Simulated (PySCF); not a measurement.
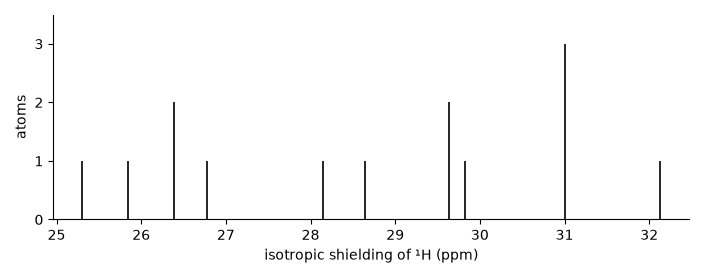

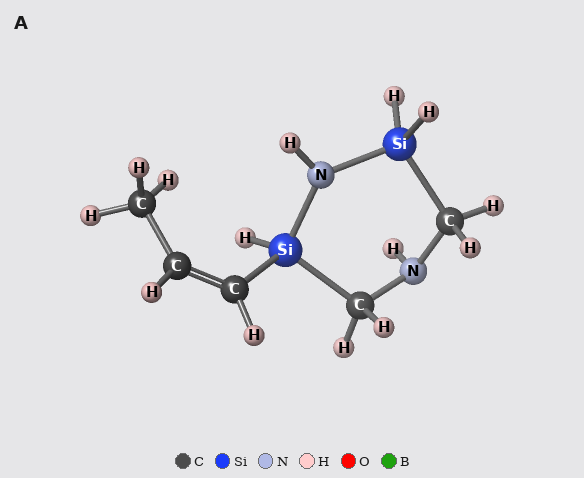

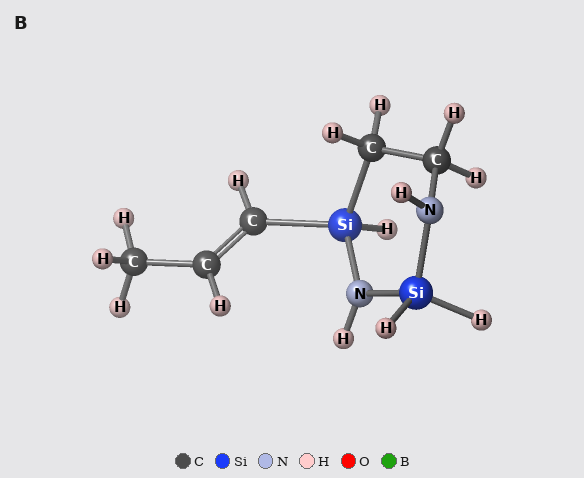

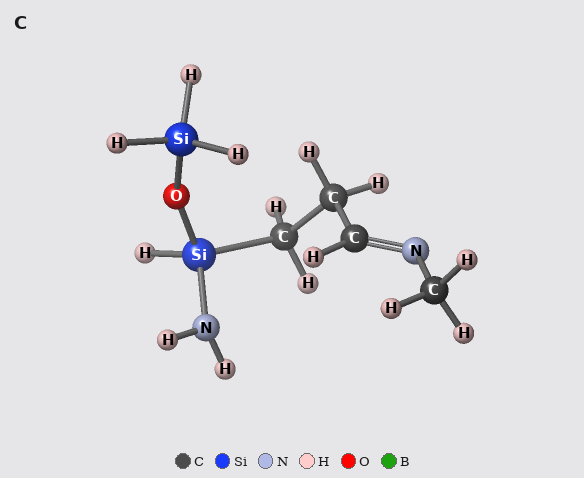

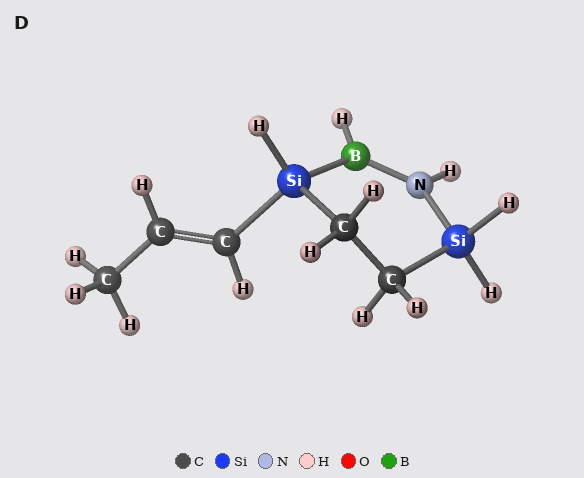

The sticks are computed shieldings of one of the molecules, for one fixed geometry (GFN2-xTB) without averaging over rotations. Low shielding means a high chemical shift. Method: GIAO PBE0/pcSseg-1 NMR shielding, non-relativistic, gas phase (PySCF 2.14.0).

**Which molecule gives this pattern?**

B, `C/C=C/[Si@H]1CCN[SiH2]N1`. Its 14 H atoms give lines at 25.30, 25.85, 26.39 (2 atoms), 26.78, 28.15, 28.64, 29.63 (2 atoms), 29.83, 31.00 (3 atoms), 32.13 ppm.

The geometry is semi-empirical. Around B, Si such bond lengths and angles can be off by a tenth of an ångström or more and by several degrees, and values that hang on the shape move with them.
